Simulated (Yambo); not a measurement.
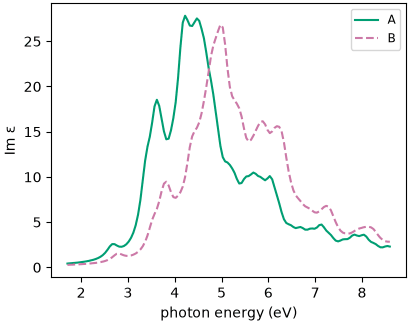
*Two computed absorption spectra of AlAs (zinc blende, space group F-43m, No. 216) (Yambo, PBE bands with the same scissor, field along x)*

Task: Which curve includes the electron-hole attraction (BSE)?

Result: Curve A: the attraction moves weight to lower energy (centre of the plotted range 4.9 eV against 5.5 eV). Settings: 10×10×10 mesh, 3 valence and 4 conduction bands, static screening with 25 bands and a 4 Ry block, scissor 0.80 eV, Tamm-Dancoff. The scissor comes from a G0W0 run whose convergence isn't established. Broadening 0.15 eV. The band window holds all transitions up to 8.6 eV. On this mesh the peak heights and the fine structure are mesh artefacts; only the shift of weight is robust.

Bands and orbitals come from the standard potentials; the scissor and the G0W0 gaps come from a run at the same geometry on the stringent ones, which hold whole semicore shells in the valence.

Spin-orbit coupling is not included.

Geometry relaxed with PBEsol; primitive cell a = b = c = 4.0128 Å, α = β = γ = 60.00°.
